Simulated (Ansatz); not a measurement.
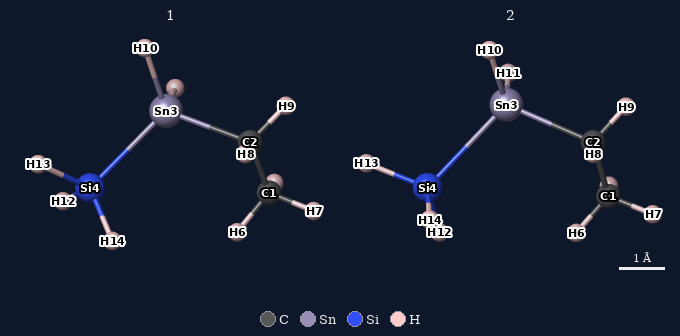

Two geometries of C$_{2}$H$_{10}$SiSn, drawn at one scale. One is the start of a relaxation, the other its converged end. A ball-and-stick model, seen face on.

Level of theory: Ansatz, RKS PBE0-D4/def2-SVP. (no spin polarisation; force threshold 0.015 eV/Å; at most 40 steps)

### Which of the two is the end point?

Structure 2 is the relaxed one. The run prepares an end point of a later path (torsion) calculation, from a guessed geometry. The largest moves after the best rigid fit, 1.10 Å, are those of H atoms. By element the largest moves are H 1.10 Å, Sn 0.25 Å, C 0.13 Å, Si 0.08 Å. Among the contacts that change: Si–Sn 2.442 → 2.572 Å, H–Si 1.586 → 1.496 Å, H–Sn 1.774 → 1.719 Å, H–Si 1.445 → 1.497 Å. Among the angles between lasting bonds that change: C–C–Sn 108.4° → 113.5°, H–Si–H 112.2° → 108.1°, Sn–C–H 110.8° → 107.0°. Groups turn about Si–Sn by about 55°. The energy falls by 0.511 eV in 29 accepted moves (31 points after the start). Largest force component: 2.7 eV/Å at the start, 0.0051 eV/Å at the end. The line search rejected the trial steps at points 23, 25 of the run. The forces were under the threshold at step 6, but the run went on from there.
